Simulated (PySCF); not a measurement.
H$_{3}$SSi$_{2}$ (SMILES [Si]#S[SiH3]) (doublet)

Input file:

```
# [Si]#S[SiH3]
import pyscf.grad
from pyscf import gto, dft

system = gto.M(
    atom='''
S      0.132477    -0.965012    -2.215144
Si    -0.652332     0.672080    -1.076376
Si     1.228548    -2.198605    -0.780489
H      1.789787    -3.351170    -1.530528
H      0.309939    -2.684218     0.278659
H      2.327087    -1.411507    -0.167958
''',
    verbose=3,
    spin=1,
    charge=0,
    max_memory=3720,
    basis='def2-tzvpd',
)

mf = dft.UKS(system, xc='pbe0')
mf = mf.density_fit(auxbasis='def2-universal-jkfit')
mf.conv_tol = 1e-09
mf.grids.level = 3
mf.max_cycle = 100
mf.kernel()
if not mf.converged:
    mf = mf.newton().run(mf.mo_coeff, mf.mo_occ)
for _ in range(3):
    mo, _, stable, _ = mf.stability(return_status=True)
    if stable:
        break
    mf.kernel(mf.make_rdm1(mo, mf.mo_occ))

e_tot = mf.e_tot
print(f'total energy: {e_tot:.8f} hartree')
grad = mf.Gradients().kernel()
dip = mf.dip_moment()
pop, q = mf.mulliken_pop()
```

Run with:

```sh
OMP_NUM_THREADS=2 python run.py
```

Geometry: B3LYP/6-31G*.

Computed with Gaussian-basis quantum chemistry of an isolated molecule with PySCF, energy and nuclear gradient, functional PBE0 (PySCF 2.14.0).

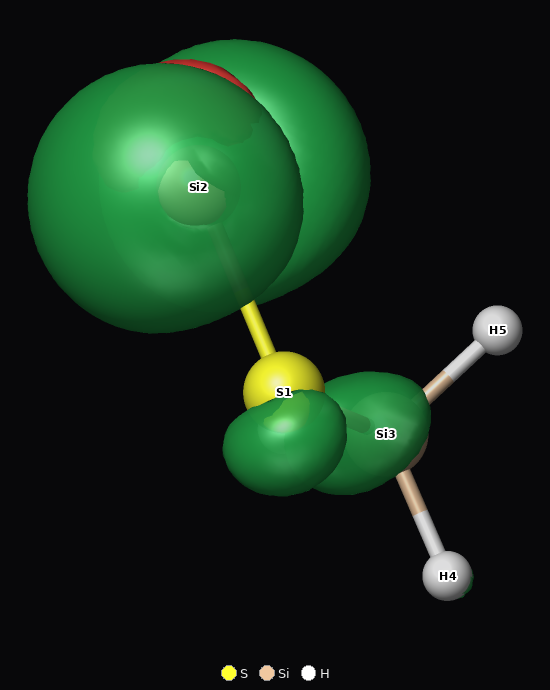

Figure 1. Isosurfaces of the spin density at +0.015 (green) and −0.015 e/Å³ (red), seen at an oblique angle.

Q: Where is the unpaired spin?

A: The unpaired spin (1 electron) lies mostly on Si2 (about 0.9) and S1 (about 0.1), in electrons by Hirshfeld's partition.

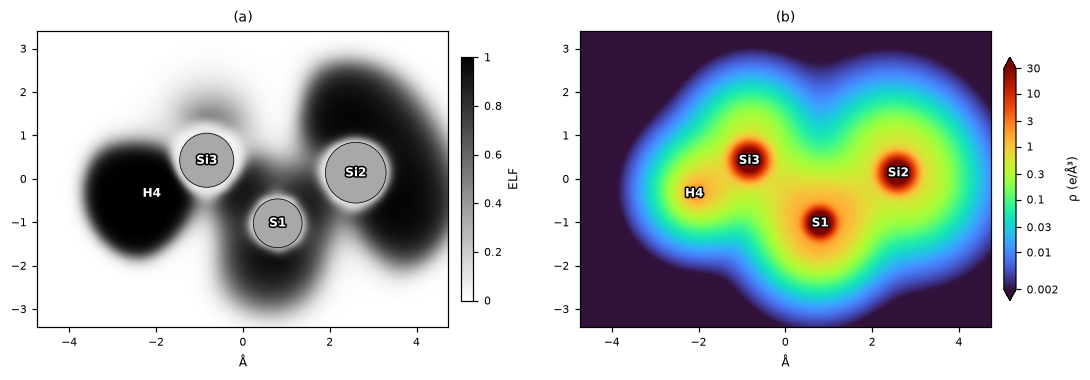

Figure 2. (a) ELF; (b) total electron density on the plane of atoms Si2, S1 and Si3. Grey discs cover the atomic cores in the ELF map.

Q: Interpret the plot.

A: The plane passes through S, Si and H nuclei.
Si–S (2.14 Å): ρ is about 0.79 e/Å³ halfway; the ELF peaks at about 0.85 between the atoms: a shared electron pair.
Si–H (1.49 Å): ρ at the midpoint is about 0.81 e/Å³; the ELF climbs to about 1 towards the hydrogen, as it does in any bond to H.
Si–S (2.19 Å): ρ is about 0.76 e/Å³ halfway, with its minimum of 0.62 e/Å³ about 0.8 Å from Si; the ELF peaks at about 0.90 between the atoms, as expected for a shared electron pair.
The ELF also peaks beside S1 and Si2, away from the bonds: non-bonding electrons, paired or unpaired.

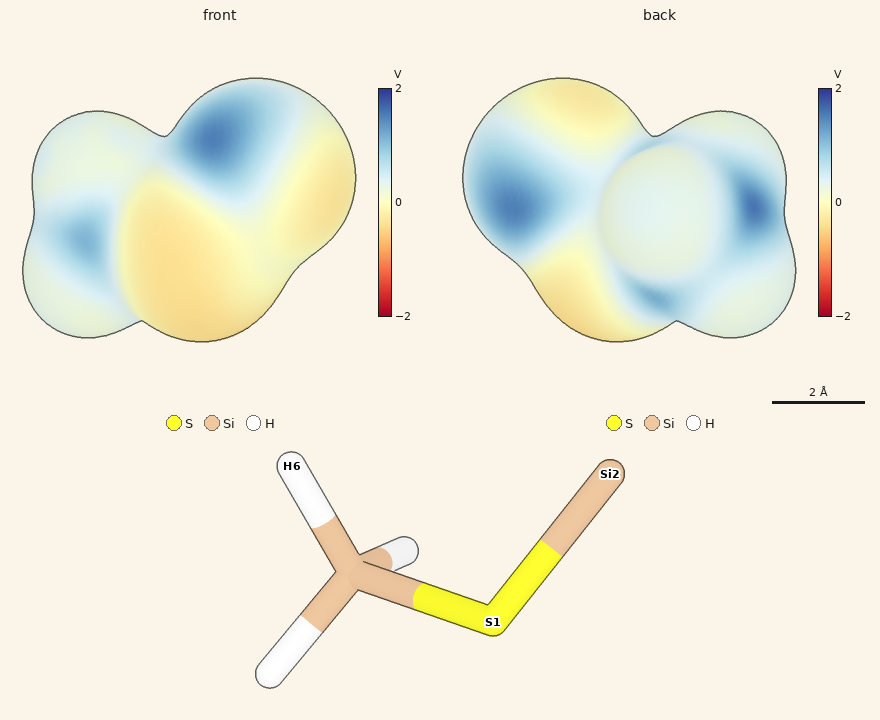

Figure 3. The electrostatic potential painted on the density surface at 0.002 e/bohr³, seen from the front and from behind; red is negative and blue positive. The bare structure is drawn below in the same view.

Q: Where is the surface potential most negative and most positive?

A: The most negative region (about −0.4 V) lies over S1, the most positive (about +1.5 V) over Si2 and Si3.
